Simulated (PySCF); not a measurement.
# C7H10OSi: what the fields show

```yaml
atoms:
  - { symbol: C, position_ang: [-0.3706, 2.8232, 0.8406] }
  - { symbol: C, position_ang: [-0.6169, 1.7499, 0.3321] }
  - { symbol: C, position_ang: [-0.8984, 0.4578, -0.2650] }
  - { symbol: C, position_ang: [-1.9300, -0.3714, 0.4743] }
  - { symbol: C, position_ang: [-1.6839, -1.6719, 0.6840] }
  - { symbol: C, position_ang: [-0.3885, -2.2696, 0.2030] }
  - { symbol: Si, position_ang: [0.5947, -0.7488, -0.3035] }
  - { symbol: O, position_ang: [1.7425, -0.4395, 0.8507] }
  - { symbol: C, position_ang: [2.7284, 0.5561, 0.8053] }
  - { symbol: H, position_ang: [-0.1575, 3.7770, 1.2853] }
  - { symbol: H, position_ang: [-1.2305, 0.6204, -1.3101] }
  - { symbol: H, position_ang: [-2.8539, 0.1060, 0.8155] }
  - { symbol: H, position_ang: [-2.4174, -2.3004, 1.2011] }
  - { symbol: H, position_ang: [-0.5500, -2.9623, -0.6421] }
  - { symbol: H, position_ang: [0.1229, -2.8485, 0.9901] }
  - { symbol: H, position_ang: [1.2458, -0.7772, -1.6510] }
  - { symbol: H, position_ang: [3.5323, 0.2897, 1.5091] }
  - { symbol: H, position_ang: [3.1752, 0.6532, -0.2016] }
  - { symbol: H, position_ang: [2.3183, 1.5372, 1.0959] }
```

Geometry: PBE0-D3(BJ)/def2-SVP.

These are results of PySCF, PBE0/pcSseg-1, SCF density, gas phase, non-relativistic, not measurements.

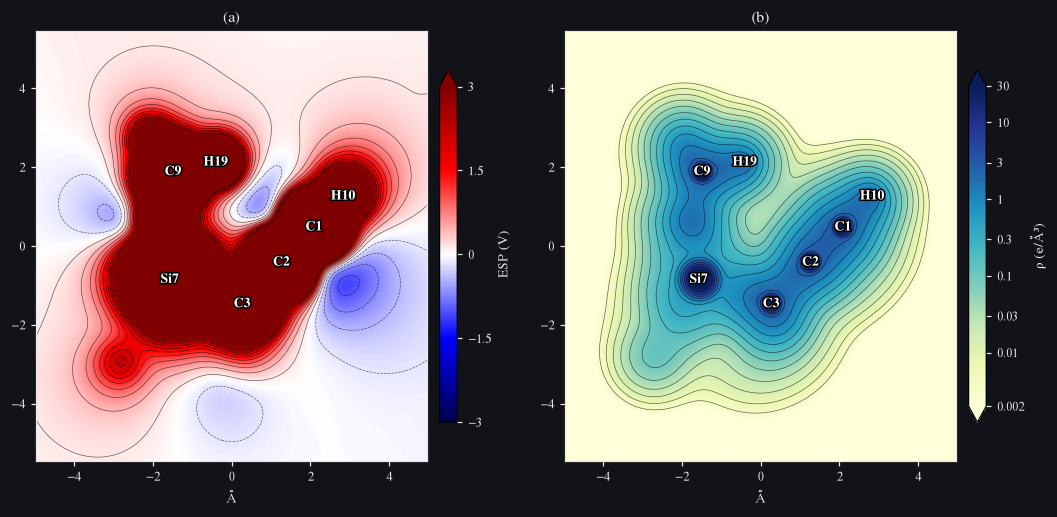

Figure 1. (a) molecular electrostatic potential; (b) electron density on the plane of atoms C2, C3 and Si7.

> What do the fields say about this system?

The section cuts through C, Si and H sites.
C–C (1.21 Å): ρ at the midpoint is about 2.6 e/Å³.
C–H (1.07 Å): the density is about 2 e/Å³ at the midpoint.
Outside the dense part of the molecule the potential is most negative (−1.1 V) near C1.

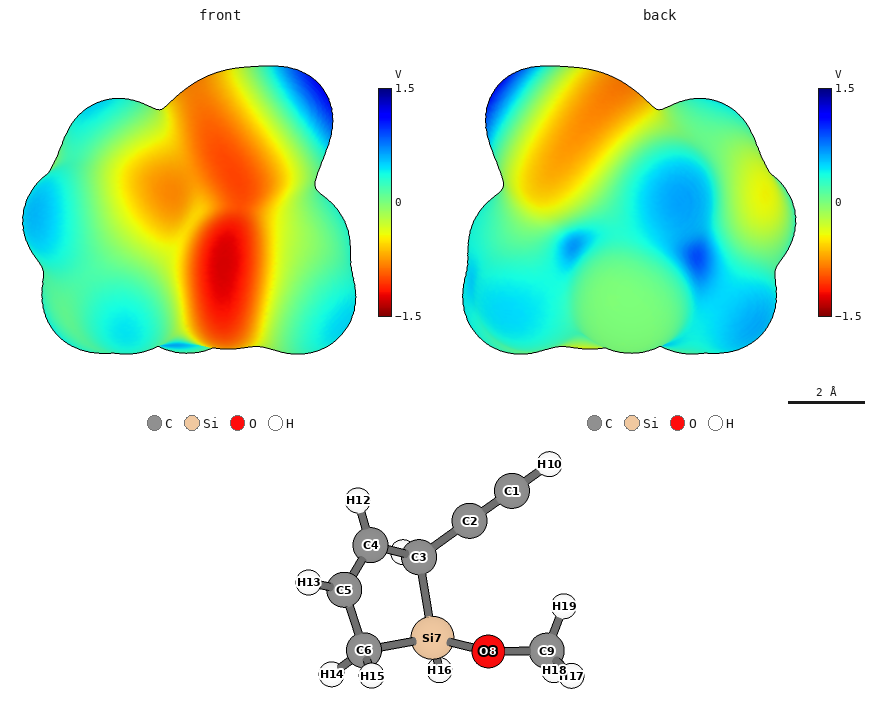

Figure 2. The electrostatic potential painted on the density surface at 0.001 e/bohr³, seen from the front and from behind; the colour scale runs from red (negative) to blue (positive). The bare structure is drawn below in the same view.

> Where is the surface potential most negative and most positive?

The most negative region (about −1.2 V) lies over O8, the most positive (about +1.1 V) over H10. O8 is the likeliest acceptor of a hydrogen bond.

> What dipole moment does the calculation give?

Its dipole moment is 0.87 D.
